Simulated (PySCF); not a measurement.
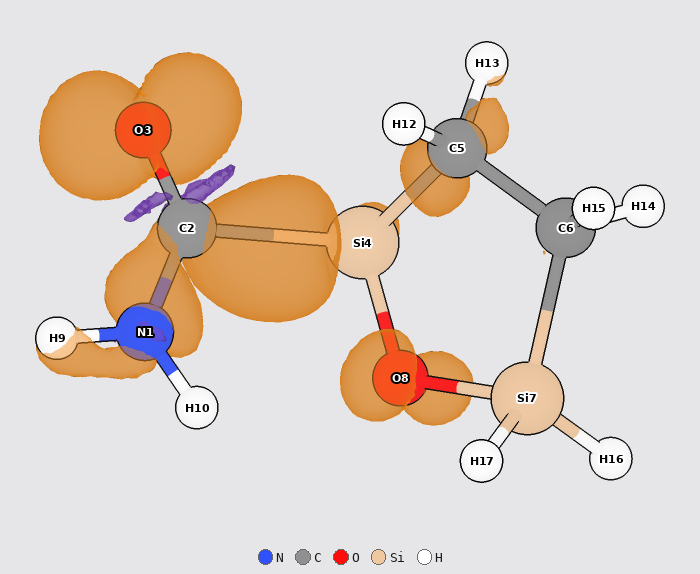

Figure. C$_{3}$H$_{9}$NO$_{2}$Si$_{2}$ (charge +1, doublet). Isosurfaces of the spin density (α minus β) at +0.02 (orange) and −0.02 e/Å³ (purple), seen across its widest extent.

Geometry: GFN2-xTB.

These are results of UKS B3LYP, pcH-1 on C H N O Si, non-relativistic, mean-field spin-orbit, GIAO (PySCF), not measurements.

```xyz
17

N     2.5836   -0.3721   -1.0545
C     2.0724    0.7885   -0.7316
O     2.3336    1.9059   -1.0415
Si    0.5593    0.6150    0.6262
C    -1.0293    1.1274   -0.3154
C    -2.0724    0.0529   -0.0093
Si   -1.2107   -1.6131    0.4706
O     0.3371   -0.9775    0.7211
H     3.3798   -0.4207   -1.6836
H     2.2328   -1.2285   -0.6529
H     1.0560    1.1688    1.8694
H    -0.8465    1.1917   -1.3904
H    -1.3690    2.1128    0.0024
H    -2.6818    0.3688    0.8380
H    -2.7434   -0.0753   -0.8566
H    -1.6038   -2.0804    1.7859
H    -1.0048   -2.5522   -0.6212
```

> Where is the unpaired spin?

The unpaired spin (1 electron) lies mostly on O3 (about 0.5), C2 (about 0.2) and Si4 (about 0.1), in electrons by Hirshfeld's partition.
